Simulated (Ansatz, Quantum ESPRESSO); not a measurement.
# SnAs (Fm-3m): phonons and their coupling to the electrons, part 3 of 4

Wanted: the coupling constant λ of SnAs (Fm-3m) at ambient pressure.

Quantum ESPRESSO 7.5; DFT PBEsol, scalar-relativistic, plane waves, GBRV ultrasoft pseudopotentials.

So far. Step 7 (Linear response on the mesh): The acoustic modes at Γ come out as far as 11.2 cm⁻¹ from zero, where they should vanish, a sizeable error of basis and grid or of the response kernel of this functional. Step 9 (Interpolated phonon bands): All branches are real along the path. The relaxed cell has a = 5.714 Å (conventional setting).

The database entry behind the starting cell differs from later determinations by our own check (an axis about 0.7 % short against later determinations), so it need not match the best structure at ambient conditions.

**10. Sums over the zone**

Sums over the zone need many more wavevectors than were solved, so the interpolation is sampled on a dense mesh.

Contents of matdyn.in:

```
&input
   asr = 'crystal'
   flfrc = 'x.fc'
   dos = .true.
   fldos = 'x.dos'
   nk1 = 14
   nk2 = 14
   nk3 = 14
   deltaE = 0.3
   la2F = .true.
/
```

The run is started by

```console
$ matdyn.x -in matdyn.in > matdyn.out
```

Numbers of over 12 decimals in the logs are rounded to 6 here.

Output:

```text
[banner, memory and clock lines left out]
Program MATDYN v.7.5

 mass for atomic type   1 not given; uses mass from file x.fc
 mass for atomic type   2 not given; uses mass from file x.fc
 Norm of the difference between old and new effective charges:    0.000000

 Norm of the difference between old and new force-constants:   0.000310569

     Message from routine matdyn:
     Z* not found in file x.fc, TO-LO splitting at q=0 will be absent!
 Norm of the difference between old and new effective charges:    0.000000

 Norm of the difference between old and new force-constants:   9.44276e-14

 Norm of the difference between old and new effective charges:    0.000000

 Norm of the difference between old and new force-constants:   7.6e-18

 Norm of the difference between old and new effective charges:    0.000000

 Norm of the difference between old and new force-constants:   9.39272e-15

 Norm of the difference between old and new effective charges:    0.000000

 Norm of the difference between old and new force-constants:   9.62114e-08

 Norm of the difference between old and new effective charges:    0.000000

 Norm of the difference between old and new force-constants:   5.9799e-06

 Norm of the difference between old and new effective charges:    0.000000

 Norm of the difference between old and new force-constants:   6.66336e-05

 Norm of the difference between old and new effective charges:    0.000000

 Norm of the difference between old and new force-constants:   0.000308216

 Norm of the difference between old and new effective charges:    0.000000

 Norm of the difference between old and new force-constants:   0.000860109

 Norm of the difference between old and new effective charges:    0.000000

 Norm of the difference between old and new force-constants:   0.00176011

 Norm of the difference between old and new effective charges:    0.000000

 Norm of the difference between old and new force-constants:   0.0029549

Note: The following floating-point exceptions are signalling: IEEE_UNDERFLOW_FLAG
```

Elapsed: 30 s, on 1 thread of Intel Xeon at 2.70GHz, shared host.

This step gave:

```
share of modes beyond 3i cm⁻¹ on the dense interpolated mesh : 0
electron-phonon coupling constant                            : 0.495
logarithmic mean frequency weighted by the coupling          : 169.2 K
zero-point energy per atom                                   : 20.65 meV
heat capacity at 300 K                                       : 24.31 J/(mol atoms K)
vibrational entropy at 300 K                                 : 42.47 J/(mol atoms K)
```

The phonon density of states has structure finer than the step of the table below, so its rows give means over 10 cm⁻¹, whole bins alone (the curve runs from 0 to 164 cm⁻¹). Peaks (cm⁻¹: height): total 57.6: 0.0626, 140.4: 0.193, 144.9: 0.146, 148.5: 0.164; As 140.4: 0.160, 144.9: 0.107, 148.5: 0.128; Sn 57.6: 0.0478, 101.7: 0.0364, 117.0: 0.0298, 140.4: 0.0332, 144.9: 0.0383, 148.5: 0.0360.

Tetrahedra. Table of phonon density of states by wavenumber; means over each step; values in 1/cm⁻¹/cell:

| wavenumber (cm⁻¹) | total | As | Sn |
| --- | --- | --- | --- |
| 10 | 9.3e-5 | 3.6e-5 | 5.7e-5 |
| 20 | 0.00101 | 3.9e-4 | 6.2e-4 |
| 30 | 0.00269 | 0.00100 | 0.00169 |
| 40 | 0.00932 | 0.00288 | 0.00644 |
| 50 | 0.0273 | 0.00720 | 0.0201 |
| 60 | 0.0510 | 0.0121 | 0.0389 |
| 70 | 0.0364 | 0.00849 | 0.0279 |
| 80 | 0.0330 | 0.00718 | 0.0258 |
| 90 | 0.0337 | 0.00639 | 0.0273 |
| 100 | 0.0408 | 0.00837 | 0.0324 |
| 110 | 0.0325 | 0.0106 | 0.0219 |
| 120 | 0.0428 | 0.0170 | 0.0258 |
| 130 | 0.0682 | 0.0448 | 0.0234 |
| 140 | 0.137 | 0.108 | 0.0288 |
| 150 | 0.0762 | 0.0588 | 0.0174 |

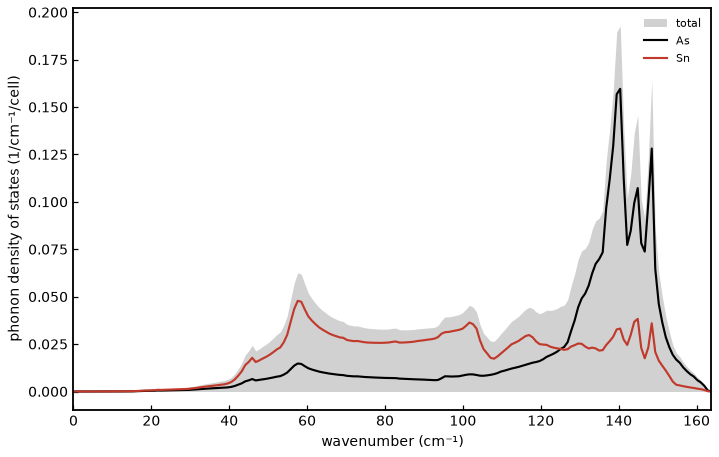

Phonon density of states, plotted against wavenumber.

Harmonic thermodynamic functions per atom, summed over the density of states scaled to three modes an atom; melting is ignored. Thermodynamic functions:

| T (K) | F_vib (meV/atom) | S (J/mol-atom/K) | C_V (J/mol-atom/K) |
| --- | --- | --- | --- |
| 0 | 20.65 | 0 | 0 |
| 50 | 19.69 | 6.147 | 11.74 |
| 100 | 13.49 | 17.42 | 20.03 |
| 200 | -13.21 | 32.75 | 23.55 |
| 300 | -52.5 | 42.47 | 24.31 |
| 400 | -100.3 | 49.51 | 24.59 |
| 500 | -154.6 | 55.01 | 24.71 |
| 600 | -214 | 59.52 | 24.78 |
| 700 | -277.7 | 63.34 | 24.82 |
| 800 | -345.1 | 66.66 | 24.85 |
| 900 | -415.8 | 69.59 | 24.87 |
| 1000 | -489.3 | 72.21 | 24.89 |

λ by broadening:

| broadening (Ry) | lambda | N(E_F) (states/spin/Ry/cell) | ω_log (K) |
| --- | --- | --- | --- |
| 0.005 | 0.6676 | 4.225 | 177.4 |
| 0.01 | 0.5391 | 4.085 | 172.9 |
| 0.015 | 0.4982 | 4.207 | 170.4 |
| 0.02 | 0.495 | 4.346 | 169.2 |
| 0.025 | 0.5047 | 4.503 | 168.6 |
| 0.03 | 0.5181 | 4.676 | 168.3 |
| 0.035 | 0.5316 | 4.851 | 168.2 |
| 0.04 | 0.5441 | 5.011 | 168 |
| 0.045 | 0.5556 | 5.151 | 167.7 |
| 0.05 | 0.5662 | 5.266 | 167.4 |

The alpha^2 F has structure finer than the step of the table below, so its rows give means over 1 meV, whole bins alone (the curve runs from 0.019 to 20.3 meV). Peaks (meV: height): 17.3: 1.11, 17.9: 1.14, 18.4: 1.42.

Gaussian broadening 0.02 Ry. Alpha^2 F against phonon energy; means over each step:

| phonon energy (meV) | alpha^2 F |
| --- | --- |
| 1 | 0 |
| 2 | -4.9e-4 |
| 3 | -0.00230 |
| 4 | -0.00545 |
| 5 | -0.00396 |
| 6 | 0.0250 |
| 7 | 0.0779 |
| 8 | 0.0830 |
| 9 | 0.0773 |
| 10 | 0.0795 |
| 11 | 0.0818 |
| 12 | 0.113 |
| 13 | 0.154 |
| 14 | 0.219 |
| 15 | 0.272 |
| 16 | 0.477 |
| 17 | 0.859 |
| 18 | 0.908 |
| 19 | 0.262 |

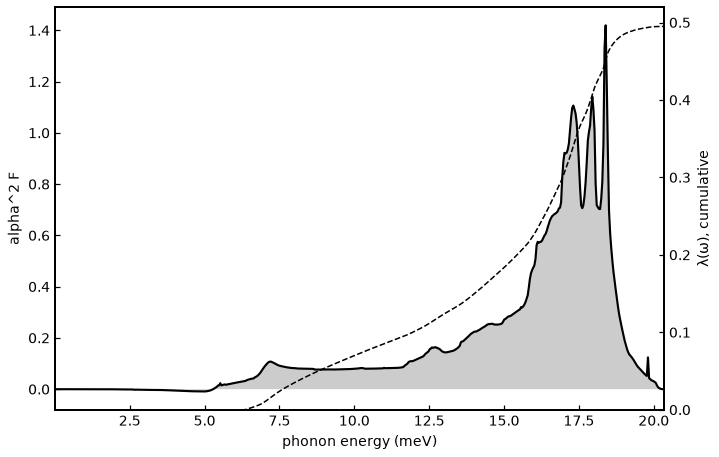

Alpha^2 F against phonon energy. The dashed line is the running λ.

At 300 K the heat capacity has reached 97 % of the Dulong-Petit value.

**11. The same in Ansatz**

The same cell goes through another code, with its own cutoff. The potentials differ. Its k mesh is centred on Γ.

This step: DFT PBEsol, scalar-relativistic, plane waves, PseudoDojo norm-conserving pseudopotentials (Ansatz 0.2.0).

Contents of input.yaml:

```yaml
crystal:
  lattice:
    - [0.0, 2.856854462, 2.856854462]
    - [2.856854462, 0.0, 2.856854462]
    - [2.856854462, 2.856854462, 0.0]
  atoms:
    - { symbol: Sn, position: [0.0, 0.0, 0.0] }
    - { symbol: As, position: [0.5, 0.5, 0.5] }
kpoints:
  mp_grid: { grid: [12, 12, 12] }
hamiltonian:
  xc: pbesol
  pseudopotentials: { kind: nc, accuracy: standard }
scf:
  occupations: { method: cold, width: 0.27211 }
output:
  eigenvalues: true
phonons:
  method: dfpt
  qmesh: [4, 4, 4]
  temperatures: { t_max: 1000, t_step: 50 }
  qpath:
    path:
      - [[0.0, 0.0, 0.0], [0.5, 0.0, 0.5], [0.625, 0.25, 0.625]]
      - [[0.375, 0.375, 0.75], [0.0, 0.0, 0.0], [0.5, 0.5, 0.5], [0.5, 0.25, 0.75], [0.5, 0.0, 0.5]]
    npoints: 12
  electrical_resistivity: { temperatures: [77, 300], mesh: [24, 24, 24] }
```

The run is started by

```console
$ ansatz run input.yaml --threads 8 --pin off --max-ram 16384MiB --backend cpu --events-out ev --progress --plain --runs-dir out
```

Output:

```text
Engine: ansatz 0.2.0, x86_64-unknown-linux-gnu
Pseudopotentials: kind: nc
Pseudopotential: Sn, nc, valence charge 14, recommended cutoff 979.609905 eV (normal), Sn.nc.azcp (PseudoDojo's, or run here from an input of PseudoDojo's; its table is named by hamiltonian.pseudopotentials.accuracy)
Pseudopotential: As, nc, valence charge 15, recommended cutoff 1142.878222 eV (normal), As.nc.azcp (PseudoDojo's, or run here from an input of PseudoDojo's; its table is named by hamiltonian.pseudopotentials.accuracy)
Functional definition: PBEsol
  exchange = pbesol_x
  correlation = pbesol_c
Crystal: 2 atoms, lattice volume = 46.633 Å³
Basis set: ecut = 1142.878222 eV, 4111 PW (Γ), exchange–correlation on 90×90×90 points (8 copies of the dense FFT grid, shifted against one another)
Bands: 19, of which v1, the nominal top of the filled ones, is band 15 counted from 1 (14 counted from 0)
Symmetry: 48 space group operations
k-points: 72 of 1728
Non-local potential: Sn, projectors of the file, l = 0: 2, l = 1: 2, l = 2: 2, l = 3: 2
Non-local potential: As, projectors of the file, l = 0: 2, l = 1: 2, l = 2: 2
Initial density: superposition of atomic densities (chi_scale 0.1, normalization cell, long waves kept (reshape's long-wave potential 0.00 eV rms))
Initial wavefunctions: pseudopotential atomic-orbital guess
Functional: x = pbesol(κ = 0.804, μ = 0.123457), c = pbesol(β = 0.046)
SCF iter   1: F=—  HF=-5023.233725 eV  |F-HF|=—  |Δ(HF+E_count)|=         —  Δρ=2.04e-2  dr2=1.34e-1  ethr=3.10e-3  ⟨swp⟩=5.0  Hψ=6074  notcnv=0
preconditioner: auto → Kerker (q_TF=auto, 2.521 Å⁻¹)  [metal: Δε(μ)=0.143 eV  Ē_g=18.273 eV  σ=0.272 eV  W_gap=0.28  n_scr=14 (ndim 8)  ℏωp=23.7 eV  f_vac=0.000  D(μ)=0.38/eV (n_scr^D=0)]
SCF iter   2: F=—  HF=-5023.210703 eV  |F-HF|=—  |Δ(HF+E_count)|=   2.30e-2  S|Δr|=    0.00e0  Δρ=1.22e-2  dr2=5.35e-2  ethr=4.61e-4  ⟨swp⟩=1.0  Hψ=1945  notcnv=0
SCF iter   3: F=—  HF=-5023.201244 eV  |F-HF|=—  |Δ(HF+E_count)|=   9.46e-3  S|Δr|=    0.00e0  Δρ=2.29e-3  dr2=1.52e-3  ethr=1.84e-4  ⟨swp⟩=2.0  Hψ=1725  notcnv=0
SCF iter   4: F=—  HF=-5023.201339 eV  |F-HF|=—  |Δ(HF+E_count)|=   9.53e-5  S|Δr|=    0.00e0  Δρ=7.56e-4  dr2=1.23e-4  ethr=5.26e-6  ⟨swp⟩=2.0  Hψ=2411  notcnv=0
SCF iter   5: F=—  HF=-5023.201329 eV  |F-HF|=—  |Δ(HF+E_count)|=   9.63e-6  S|Δr|=    0.00e0  Δρ=1.61e-4  dr2=1.58e-5  ethr=4.24e-7  ⟨swp⟩=2.2  Hψ=2298  notcnv=0
SCF iter   6: F=—  HF=-5023.201316 eV  |F-HF|=—  |Δ(HF+E_count)|=   1.35e-5  S|Δr|=    0.00e0  Δρ=2.98e-5  dr2=6.59e-7  ethr=5.44e-8  ⟨swp⟩=2.0  Hψ=1659  notcnv=0
SCF iter   7: F=—  HF=-5023.201253 eV  |F-HF|=—  |Δ(HF+E_count)|=   6.30e-5  S|Δr|=    0.00e0  Δρ=5.56e-6  dr2=1.52e-8  ethr=2.27e-9  ⟨swp⟩=2.0  Hψ=1656  notcnv=0
SCF iter   8: F=—  HF=-5023.201253 eV  |F-HF|=—  |Δ(HF+E_count)|=   3.17e-9  S|Δr|=    0.00e0  Δρ=7.75e-7  dr2=1.69e-10  ethr=5.24e-11  ⟨swp⟩=2.0  Hψ=2304  notcnv=0
SCF iter   9: F=-5023.201253 eV  HF=-5023.201253 eV  |F-HF|=1.82e-12  |Δ(HF+E_count)|=  1.12e-10  S|Δr|=    0.00e0  Δρ=2.30e-7  dr2=8.69e-12  ethr=1.00e-12  ⟨swp⟩=7.1  Hψ=7419  notcnv=0
SCF 1 converged in 9 iterations: F = -5023.201253 eV  dr2 = 8.69e-12
phonons: the bands overlap, so this run is a metal and interpolates without the dipole-dipole term. If the crystal is really an insulator or semiconductor, its LO-TO splitting is missing
NSCF: frozen V_eff on 72 k-points
NSCF: frozen V_eff on 163 k-points
DFPT response loops at q = (0, 0, 0) (fractional): preconditioner auto → Kerker (q_TF=auto, 2.521 Å⁻¹) (partly filled bands, converged f_vac=0.000); β = 1.00, the filter's whole step (`scf.mixing.beta` (0.50) is not read by the response loops under this deck's `scf.mixing.preconditioner`; to damp them name `kerker` or `kerker_dos`, under which they read `scf.mixing.beta`, and type it under 1.00, their step now; both keys bind the ground state too); Broyden in place of MSR1
NSCF: frozen V_eff on 1872 k-points
DFPT response loops at q = (0, 0, 0.25) (fractional): mixed as the last ones told, above
NSCF: frozen V_eff on 952 k-points
DFPT response loops at q = (0, 0, -0.5) (fractional): mixed as the last ones told, above
NSCF: frozen V_eff on 1020 k-points
DFPT response loops at q = (0, 0.25, 0.25) (fractional): mixed as the last ones told, above
NSCF: frozen V_eff on 3456 k-points
DFPT response loops at q = (0, 0.25, -0.5) (fractional): mixed as the last ones told, above
NSCF: frozen V_eff on 1872 k-points
DFPT response loops at q = (0, 0.25, -0.25) (fractional): mixed as the last ones told, above
NSCF: frozen V_eff on 560 k-points
DFPT response loops at q = (0, -0.5, -0.5) (fractional): mixed as the last ones told, above
NSCF: frozen V_eff on 1020 k-points
DFPT response loops at q = (0.25, -0.5, -0.25) (fractional): mixed as the last ones told, above
SCF iter   1: F=—  HF=-5023.233725 eV  |F-HF|=—  |Δ(HF+E_count)|=         —  Δρ=2.04e-2  dr2=1.34e-1  ethr=3.10e-3  ⟨swp⟩=5.0  Hψ=6074  notcnv=0
SCF iter   2: F=—  HF=-5023.210703 eV  |F-HF|=—  |Δ(HF+E_count)|=   2.30e-2  S|Δr|=    0.00e0  Δρ=1.22e-2  dr2=5.35e-2  ethr=4.61e-4  ⟨swp⟩=1.0  Hψ=1945  notcnv=0
SCF iter   3: F=—  HF=-5023.201244 eV  |F-HF|=—  |Δ(HF+E_count)|=   9.46e-3  S|Δr|=    0.00e0  Δρ=2.29e-3  dr2=1.52e-3  ethr=1.84e-4  ⟨swp⟩=2.0  Hψ=1725  notcnv=0
SCF iter   4: F=—  HF=-5023.201339 eV  |F-HF|=—  |Δ(HF+E_count)|=   9.53e-5  S|Δr|=    0.00e0  Δρ=7.56e-4  dr2=1.23e-4  ethr=5.26e-6  ⟨swp⟩=2.0  Hψ=2411  notcnv=0
SCF iter   5: F=—  HF=-5023.201329 eV  |F-HF|=—  |Δ(HF+E_count)|=   9.63e-6  S|Δr|=    0.00e0  Δρ=1.61e-4  dr2=1.58e-5  ethr=4.24e-7  ⟨swp⟩=2.2  Hψ=2298  notcnv=0
SCF iter   6: F=—  HF=-5023.201316 eV  |F-HF|=—  |Δ(HF+E_count)|=   1.35e-5  S|Δr|=    0.00e0  Δρ=2.98e-5  dr2=6.59e-7  ethr=5.44e-8  ⟨swp⟩=2.0  Hψ=1659  notcnv=0
SCF iter   7: F=—  HF=-5023.201253 eV  |F-HF|=—  |Δ(HF+E_count)|=   6.30e-5  S|Δr|=    0.00e0  Δρ=5.56e-6  dr2=1.52e-8  ethr=2.27e-9  ⟨swp⟩=2.0  Hψ=1656  notcnv=0
SCF iter   8: F=—  HF=-5023.201253 eV  |F-HF|=—  |Δ(HF+E_count)|=   3.17e-9  S|Δr|=    0.00e0  Δρ=7.75e-7  dr2=1.69e-10  ethr=5.24e-11  ⟨swp⟩=2.0  Hψ=2304  notcnv=0
SCF iter   9: F=-5023.201253 eV  HF=-5023.201253 eV  |F-HF|=2.73e-12  |Δ(HF+E_count)|=  1.10e-10  S|Δr|=    0.00e0  Δρ=2.30e-7  dr2=8.71e-12  ethr=1.00e-12  ⟨swp⟩=3.0  Hψ=3750  notcnv=0
SCF 2 converged in 9 iterations: F = -5023.201253 eV  dr2 = 8.71e-12
NSCF: frozen V_eff on 72 k-points
NSCF: frozen V_eff on 145 k-points
[...]
SCF converged after 9 iterations
Stability not checked: this state was not tested for a lower state beside it, because cold or Methfessel-Paxton smearing, or corrected tetrahedra, fill the levels in a way that the test cannot read (fill_not_monotonic; see scf.lower_state_search)
Free energy (F): -5023.201253 eV
Harris-Foulkes:  -5023.201253 eV  (|F-HF|=1.82e-12)
Internal energy: -5023.206767 eV  (E = F + TS)
E sigma→0 (E₀):  -5023.203091 eV
Entropy (-TS):   0.005514 eV (2.757 meV/atom)
Fermi energy:    11.332763 eV
--- Per-component energies (eV) ---
  E_band       = -290.690637
  E_kinetic    = 3350.283749
  E_local      = -2909.611601  (includes V_loc(G=0)·N_el)
  E_nonlocal   = -2485.103842
  E_hartree    = 1265.071224
  E_xc         = -1234.844069
  E_vxc        = -776.401433  (∫ρ·V_xc dr)
  E_ewald      = -3009.002227
  E_smearing   = 0.005514  (= −TS)
  E_closure    = -0.000000  (closes the sum)
  Σ components = -5023.201253   (vs F -5023.201253, Δ=0.00e0)
--- Band table (eV; the first three rows and the last of 72) ---
  k-point 0: bands = [... 11 lower, 8.6711, 10.2419, 10.2419, 10.2419, 16.8220, 16.8220, 16.8220, 17.3509]
  k-point 1: bands = [... 11 lower, 7.9449, 10.2505, 10.2505, 10.8042, 16.2618, 16.2756, 16.2756, 17.3659]
  k-point 2: bands = [... 11 lower, 6.7069, 10.2847, 10.2847, 11.5302, 15.2935, 15.2935, 15.4459, 17.4051]
  k-point 71: bands = [... 11 lower, 4.2393, 6.4658, 6.4658, 12.2493, 13.5023, 17.2951, 17.2951, 20.1947]
--- Phonons (Γ-DFPT): 2 representative perturbations + reference (Σ response iterations 7) ---
  ASR residual: 1.450e-4 → 0.000e0 eV/Å²; symmetrization residual: 7.759e-8 eV/Å²
  ASR residual per site (eV/Å²): 3.19e-5 1.45e-4
  Γ frequencies (cm⁻¹): 0.00 0.00 0.00 93.91 93.91 93.91
--- Phonons (arbitrary-q DFPT): 8 irreducible q on the 4×4×4 mesh ---
  q = [0.0000, 0.0000, 0.0000] (star 1, of the zone-centre solve; hermiticity 1.04e-7, symmetrization 6.38e-14): 0.00 0.00 0.00 93.91 93.91 93.91
  q = [0.0000, 0.0000, 0.2500] (star 8, 2 solved perturbations on 936 of 1728 k-point pairs; hermiticity 4.57e-9, symmetrization 2.30e-12, the responses' own estimated error 1.9e-7 eV/Å²): 68.60 68.60 92.86 122.67 122.67 130.14
  q = [0.0000, 0.0000, -0.5000] (star 4, 2 solved perturbations on 476 of 1728 k-point pairs; hermiticity 6.52e-13, symmetrization 1.60e-12, the responses' own estimated error 1.6e-7 eV/Å²): 107.51 107.51 136.39 136.39 148.49 154.35
  q = [0.0000, 0.2500, 0.2500] (star 6, 4 solved perturbations in 1608 linear systems a pass and spin channel, the states on 510 of 1728 k-point pairs; hermiticity 4.35e-9, symmetrization 2.37e-12, the responses' own estimated error 1.7e-7 eV/Å²): 40.75 40.75 115.37 120.85 120.85 150.50
  q = [0.0000, 0.2500, -0.5000] (star 24, 4 solved perturbations in 5328 linear systems a pass and spin channel, the states on 1728 of 1728 k-point pairs; hermiticity 3.56e-9, symmetrization 1.33e-12, the responses' own estimated error 2.0e-7 eV/Å²): 76.03 82.04 102.83 140.98 141.93 149.92
  q = [0.0000, 0.2500, -0.2500] (star 12, 4 solved perturbations in 2892 linear systems a pass and spin channel, the states on 936 of 1728 k-point pairs; hermiticity 4.69e-9, symmetrization 1.10e-12, the responses' own estimated error 1.7e-7 eV/Å²): 56.68 103.48 130.61 139.34 141.86 145.58
  q = [0.0000, -0.5000, -0.5000] (star 3, 4 solved perturbations in 886 linear systems a pass and spin channel, the states on 280 of 1728 k-point pairs; hermiticity 1.51e-7, symmetrization 2.41e-12): 43.56 43.56 62.69 126.57 126.57 164.18
  q = [0.2500, -0.5000, -0.2500] (star 6, 4 solved perturbations in 1544 linear systems a pass and spin channel, the states on 510 of 1728 k-point pairs; hermiticity 5.35e-9, symmetrization 1.31e-12, the responses' own estimated error 2.0e-7 eV/Å²): 59.23 59.23 111.51 136.43 147.76 147.76
  sum rule: each row above includes the acoustic sum rule's correction from the zone centre's row sums; it moved no ω² by more than (0.73 cm⁻¹)²
  mesh force constants: q→R imaginary residual 4.38e-18; ASR residual 1.450e-4 → 0.000e0 eV/Å²; symmetrization residual 5.329e-15 eV/Å²
  interpolated dispersion: 74 rows × 6 modes
  density of states and harmonic sums: on the 20×20×20 q-mesh, interpolated from the force constants of a 4×4×4 supercell (no non-analytic term)
  largest difference from the sums on the solved wave vectors: F 1.26e-2 eV, S 1.66e-5 and C_V 4.01e-6 eV/K
  zero-point energy: 0.041489 eV/cell   skipped modes (ω ≤ 0): 3   left out of the sums: 6.25e-5 of the cell's modes: C_V's classical limit lies that fraction below 3 k_B per atom; for a crystal, a wire or a layer, F and S can be off by more, and a phonons.interpolated_qmesh denser along its periods is the remedy for the sampling
--- Electrical resistivity: potentials and phonons of a 4×4×4 supercell ---
  scattering by harmonic phonons alone, with no dipole-dipole term; scattering by other electrons, impurities, surfaces and spin disorder is left out, and so is spin–orbit coupling
  the resistivity is that of a variational response, whose dependence on the energy is improved iteratively
  at the Fermi level of each mesh (of a tensor a third of its trace):
           mesh   spin    states/(eV spin)  plasma energy (eV)         λ      λ_tr    ħω_log (meV)
       24×24×24                     0.3179              8.7457    0.4623    0.5063          13.850
       12×12×12                     0.3321              8.5095    0.4786    0.5235          13.957
          6×6×6                     0.3937              7.6145    0.5545    0.6042          14.059
  resistivity on the deck's mesh, µΩ·cm:
     T (K)       trace/3  mesh converged            xx            yy            zz    lowest order   relaxation time
     77.00      1.2340e0              no      1.2340e0      1.2340e0      1.2340e0        1.3613e0          1.1752e0
    300.00      7.6804e0              no      7.6804e0      7.6804e0      7.6804e0        7.7711e0          7.0865e0
  mean free path at 77 K (of a tensor a third of its trace): 84.6 nm by what each carries, 76.9 by the Fermi surface alone
  Hall coefficient in a weak field at 77 K (a third of the trace): -1.961e-10 m³/C (as a tensor it moves by 1.1 % between the two finest meshes); by each state's relaxation time: -1.852e-10 m³/C; by a constant relaxation time: -1.803e-10 m³/C
  mean free path at 300 K (of a tensor a third of its trace): 12.6 nm by what each carries, 12.4 by the Fermi surface alone
  Hall coefficient in a weak field at 300 K (a third of the trace): -1.855e-10 m³/C (as a tensor it moves by 2.0 % between the two finest meshes); by each state's relaxation time: -1.819e-10 m³/C; by a constant relaxation time: -1.810e-10 m³/C
  the resistivity times a path that all electrons share, by the Fermi surface of the deck's mesh alone (a third of the trace): 9.496e-16 Ω·m²
  not converged in the mesh (λ; λ_tr; the resistivity at 77 K by 8.93 %; the resistivity at 300 K by 9.40 %): between neighbouring meshes, the two finest first, λ moves by 3.54 % and 15.85 %, λ_tr by 3.39 % and 15.41 % and the resistivity by up to 9.40 % and 47.19 %; an estimate, no bound, puts it up to 5.3e-7 % above the Boltzmann equation's exact value after up to 4 iterations (at most 30 are made, fewer where the estimate is under 1.0e-6 % of each spin channel's own resistivity)
  vibrations of 64 cells: unjudged by the run; compare a larger repeat
  the changes of the potential over all sites missed a rigid shift's by 0.00 % (the site terms' by 0.00 %)
  at the force constants' own smearing the fine mesh and the k-points of their solves give squared frequencies that differ by 12.3 % of the larger at the most, at (0, 0.25, 0.25)
```

The job ended after 17 min (8 threads; peak memory 11 GiB).

Read from the output:

```yaml
sum_rule_residual_before_enforcement: 1.45e-4 eV/Å²
mean_frequency: 111.6 cm⁻¹
debye_temperature_second_moment: 217 K
logarithmic_mean_frequency: 105 cm⁻¹
electron_phonon_coupling_constant: 0.4623
logarithmic_mean_frequency_weighted_by_the_coupling: 160.7 K
highest_optical_zone_centre_mode_no_lo_to_term: 93.91 cm⁻¹
lowest_optical_zone_centre_mode: 93.91 cm⁻¹
lowest_mode_on_the_q_mesh_acoustic_ones_at_the_zone_centre_apart: 40.75 cm⁻¹
zero_point_energy_per_atom: 20.74 meV
heat_capacity_at_300_k: 24.30 J/(mol atoms K)
vibrational_entropy_at_300_k: 42.37 J/(mol atoms K)
```

[end of part 3 of 4]

[Host names and launcher messages were left out of these logs when they were recorded.]

[Logs are printed without paths, hosts, clocks, repeated set-up lines and the standing remarks that a program may print on its own settings, such as how far it seeks lower states.]

[Hosts, paths, dates, database ids (printed as entryN), source tags and the programs' standing remarks are cut or masked in the printed files.]
